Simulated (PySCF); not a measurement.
C₄H₇NOSi

Input

```
{"job": {"kind": "uv", "xc": "CAM-B3LYP", "basis": "def2-SVPD", "nstates": 8, "ntriplets": 3}, "charge": 0, "multiplicity": 1}
C     -2.486635    -0.196956     0.541866
N     -1.209931     0.479247     0.550838
Si     0.185540    -0.009172    -0.304574
C      1.619568    -1.035768     0.444575
C      2.518879    -0.037136     0.453181
C      1.751668     1.113435    -0.065959
O      2.078483     2.264702    -0.215074
H     -2.585440    -0.753853    -0.385917
H     -3.297447     0.530630     0.602575
H     -2.585995    -0.897646     1.376533
H     -1.109337     1.088711     1.349125
H     -0.243173    -0.460100    -1.623324
H      1.809271    -2.045385     0.776584
H      3.553870    -0.041180     0.757430
```

Run with:

```sh
OMP_NUM_THREADS=1 python probes_run.py task.json out
```

Geometry: GFN2-xTB.

Theory: PySCF, CAM-B3LYP/def2-SVPD, SCF density, gas phase.

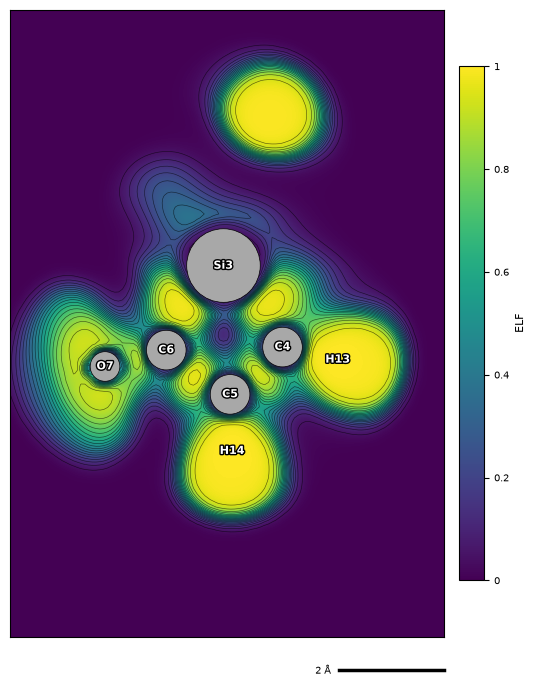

Figure 1. Electron localisation function on the plane of atoms Si3, C6 and O7. Grey discs cover the atomic cores.

Interpret the plot.

- The section cuts through Si, C, O and H sites.
- C–O (1.21 Å): the ELF peaks at about 0.90 between the atoms; a short, multiple covalent bond.
- C–C (1.34 Å): the ELF peaks at about 0.95 between the atoms (a multiple bond).
- C–Si (1.92 Å): the ELF peaks at about 0.95 between the atoms; a shared electron pair.
- C–C (1.48 Å): the ELF peaks at about 0.95 between the atoms: a shared electron pair.
- The ELF also peaks beside O7, away from the bonds: lone-pair regions.

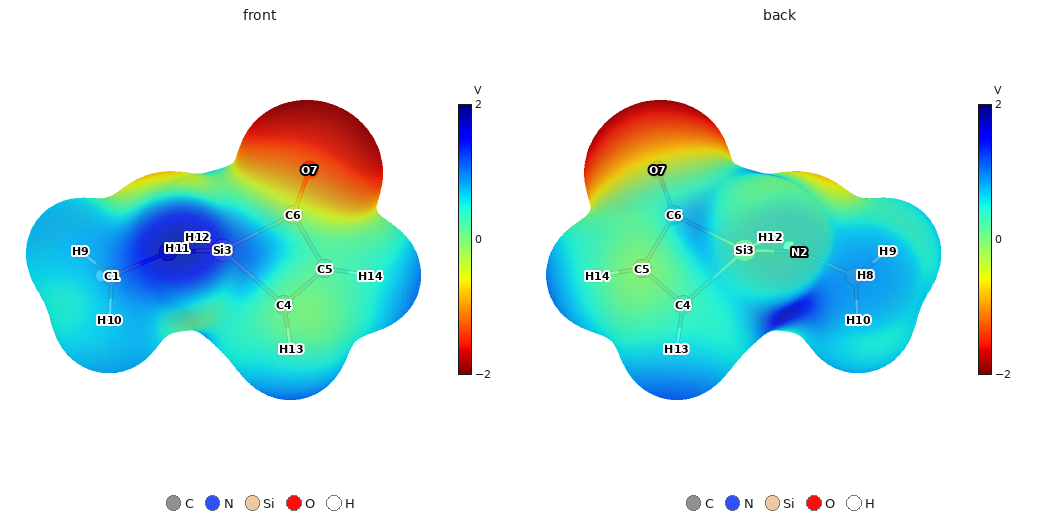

Figure 2. The electrostatic potential painted on the density surface at 0.002 e/bohr³, seen from the front and from behind; the colour scale runs from red (negative) to blue (positive).

Describe the electrostatic potential map.

The most negative region (about −1.9 V, or −44 kcal/mol for a unit charge) lies over O7, the most positive (about +1.8 V, or +42 kcal/mol for a unit charge) over Si3 and H11. O7 is the likeliest acceptor of a hydrogen bond.
